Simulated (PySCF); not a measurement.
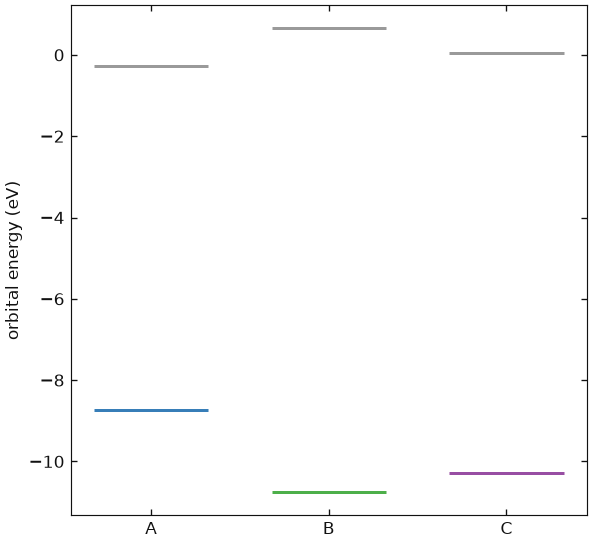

Frontier orbital energies of C₂H₃N, SMILES [C-]#[N+]C at one geometry, aug-cc-pVTZ, PySCF, at a PBE0-D3(BJ)/def2-TZVP geometry (no frequency check). Empty levels are grey, levels within 0.1 eV stand side by side; all columns show the same few orbitals around the gap.

**The columns come from CAM-B3LYP, PBE0 and ωB97X-D. Which is which?**

A: PBE0 (HOMO −8.72, LUMO −0.27, separation 8.46 eV)
B: ωB97X-D (HOMO −10.76, LUMO 0.66, separation 11.42 eV)
C: CAM-B3LYP (HOMO −10.29, LUMO 0.04, separation 10.33 eV)

Limits of at least one run: empty levels above zero depend strongly on the basis.
